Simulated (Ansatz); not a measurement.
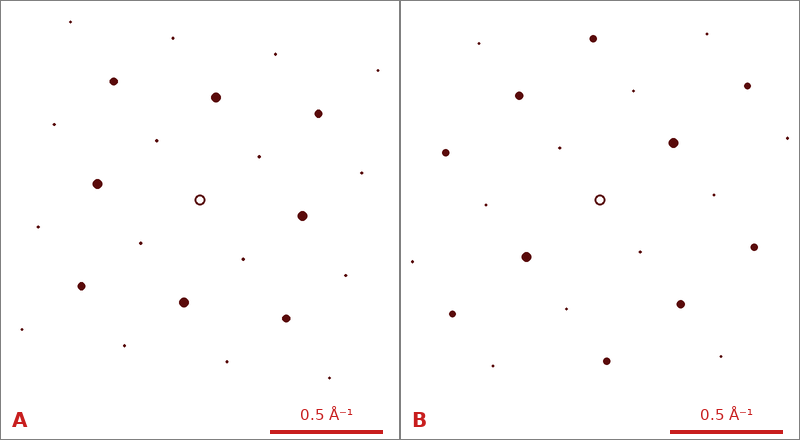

Kinematic electron diffraction patterns (120 kV, B = 0.5 Å², same scale, each along a low-index zone) of two structures of composition WI, each relaxed at zero pressure with Ansatz 0.2.0, DFT PBE, scalar-relativistic, plane waves, PAW.

The structures (standard cells):
1. F-43m (No. 216), a = 6.059 Å, 8 atoms; generated start, possibly hypothetical
2. Pm-3m (No. 221), a = 3.374 Å, 2 atoms; generated start, possibly hypothetical

Q: Which pattern belongs to which structure, and along which zone?

A: A is structure 1 along [001] or an equivalent direction: square net of 2 0 0 (weak) at d = 3.03 Å and 0 2 0 (weak) at d = 3.03 Å, 90.0° apart. B is structure 2 along [110] or an equivalent direction: rectangular net of 0 0 1 (weak) at d = 3.37 Å and 1 -1 0 at d = 2.39 Å, 90.0° apart.

Q: Which structure lies lowest at this level of theory, and by how much?

A: Structure 2 (Pm-3m, 19.21 Å³ an atom) is the lowest of these; structure 1 (F-43m, 27.80 Å³ an atom) lies about 440 meV an atom higher. These are static energies at 0 K; other structures, not shown, may lie lower still.
